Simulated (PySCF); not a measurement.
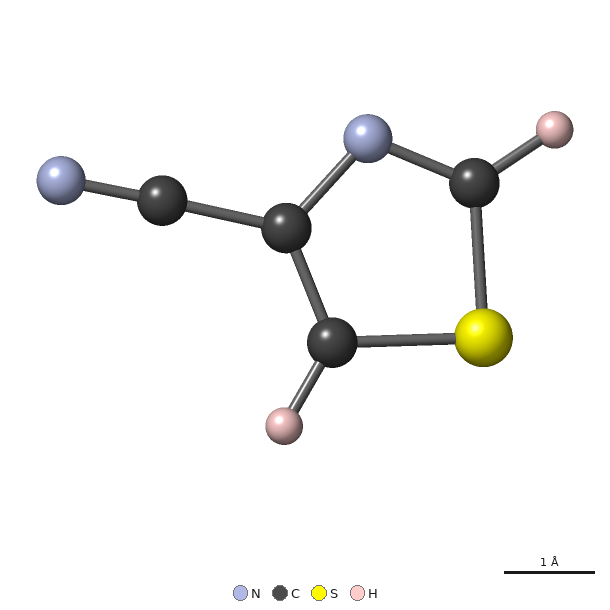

Computed geometry: PBE0-D3(BJ)/def2-SVP optimisation. No frequency run is at hand to confirm it as a minimum.

Identify the structure.

It has 9 atoms: 4 carbon, 2 hydrogen, 2 nitrogen and 1 sulfur (C₄H₂N₂S). As SMILES it reads `N#Cc1cscn1`. Independent rings (smallest set): 1 of 5 members, 1 of them aromatic. Among its groups: nitrile. The point group is Cs. All atoms lie on one plane. Coordination: 1 C linear; 3 C trigonal planar; 1 S bent; 1 N bent.

More results for the same structure follow; atom numbers are the same in all pictures, views and colours differ.

### Excitation

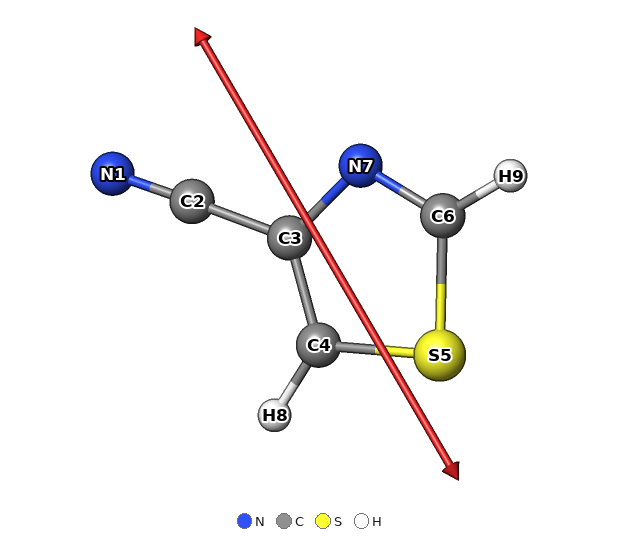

The double arrow shows the direction of the transition dipole to excited singlet state 1 (its length means nothing). No frequency run is at hand to confirm it as a minimum. Method: TDDFT ωB97X-D/def2-SVPD, vertical, IEF-PCM acetonitrile (non-equilibrium linear response), core orbitals frozen in the response (PySCF 2.14.0).

Question: How is the transition polarised?

Answer: In the molecular plane, at 32° to the long direction N1···S5.

Question: Give its energy, strength and character.

Answer: 5.58 eV (222 nm), oscillator strength 0.20, mainly HOMO → LUMO (weight 0.93); transition dipole 3.08 D.

### NMR shielding

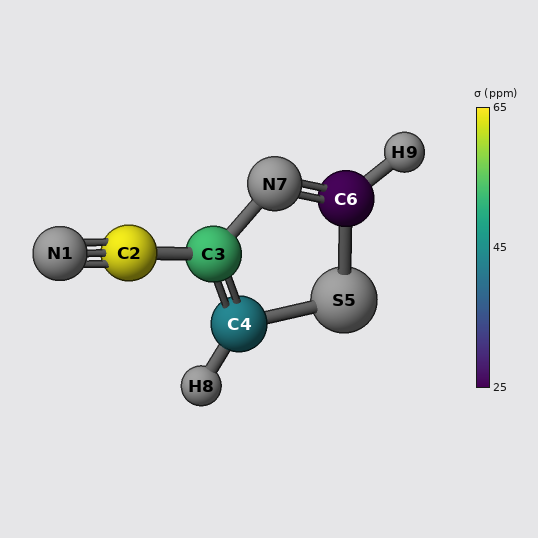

Atoms are coloured by their isotropic NMR shieldings (C only, the others grey). No frequency run is at hand to confirm it as a minimum. Method: GIAO PBE0/pcSseg-1 NMR shielding, non-relativistic, IEF-PCM cyclohexane (PySCF 2.14.0).

Question: Which C atom is the most shielded (lowest chemical shift)?

Answer: C2 (63.9 ppm).

Question: Which C atom is the least shielded (highest chemical shift)?

Answer: C6 (25.4 ppm).

Question: How wide is the range of C shifts?

Answer: 38.5 ppm.

List the isotropic NMR shieldings of the C atoms.

| atom | σ (ppm) |
| --- | --- |
| C2 | 63.9 |
| C3 | 52.9 |
| C4 | 43.0 |
| C6 | 25.4 |

### Ring current

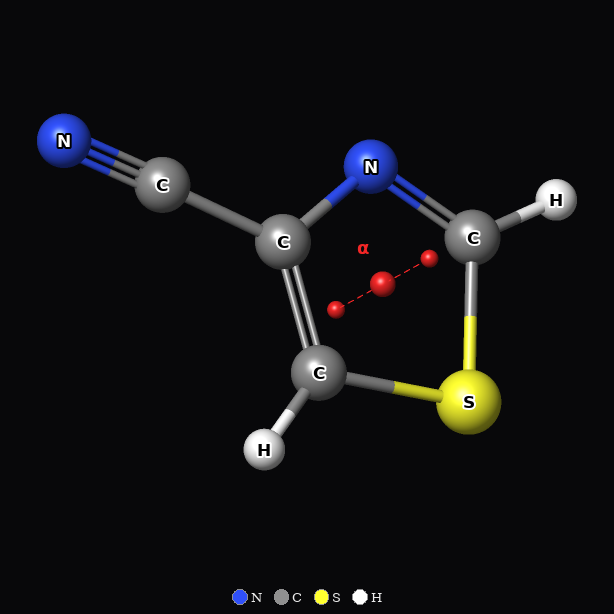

The small points mark where nucleus-independent chemical shifts (NICS) were computed: at the centre of each lettered ring and 1 Å above and below it. No frequency run is at hand to confirm it as a minimum. Level of theory: GIAO PBE0/pcSseg-1 NMR shielding, non-relativistic, IEF-PCM acetonitrile (PySCF 2.14.0).

Give NICS(0), NICS(1) and the out-of-plane component NICS(1)zz for each ring (means of the two sides).

```json
{"ring": "α", "members": "C3NS", "NICS(0)": "−13.5", "NICS(1)": "−12.4", "NICS(1)zz": "−29.1"}
```

Values in ppm.

Question: What do the values say about the ring currents?

Answer: Ring α: diatropic, as in an aromatic ring. NICS is one index among several.
